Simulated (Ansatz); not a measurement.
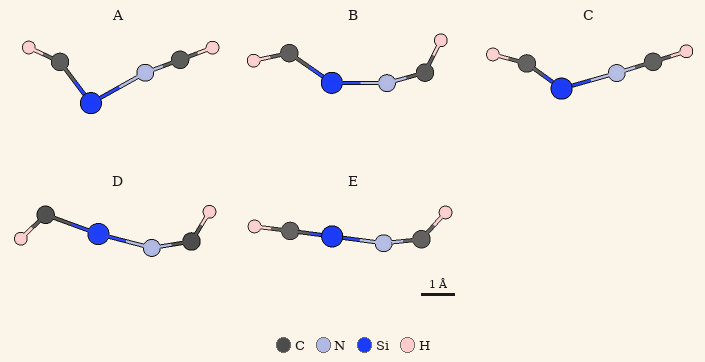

5 geometries from one relaxation of C$_{2}$H$_{2}$NSi (multiplicity 2), in shuffled order. A ball-and-stick model, seen face on.

Computed with UKS PBE0-D4/def2-TZVP (Ansatz). (force threshold 0.005 eV/Å; at most 200 steps)

### Put them in the order of the run, from the start to the converged end.

D, B, E, C, A. They are steps 0, 5, 9, 12, 21, at +1.662 eV, +1.188 eV, +0.713 eV, +0.105 eV relative to the last. After 20 accepted moves (21 points after the start) the energy has fallen by 1.662 eV. Largest force component: 1.4 eV/Å at the start, 0.0034 eV/Å at the end. The line search rejected the trial step at point 8 of the run. The largest move after the best rigid fit is that of the Si atom, 1.22 Å. Largest moves by element: Si 1.22 Å, H 0.82 Å, C 0.62 Å, N 0.35 Å. Among the contacts that change: N–Si 1.684 → 1.945 Å, C–N 1.230 → 1.146 Å, C–H 1.086 → 1.069 Å. Bond angles that change, for instance: N–Si–C 173.7° → 92.1°, N–C–H 128.3° → 179.8°, Si–C–H 114.6° → 151.7°. The run took 2.2 min on 2 threads of Arm Neoverse V1, on a shared host.
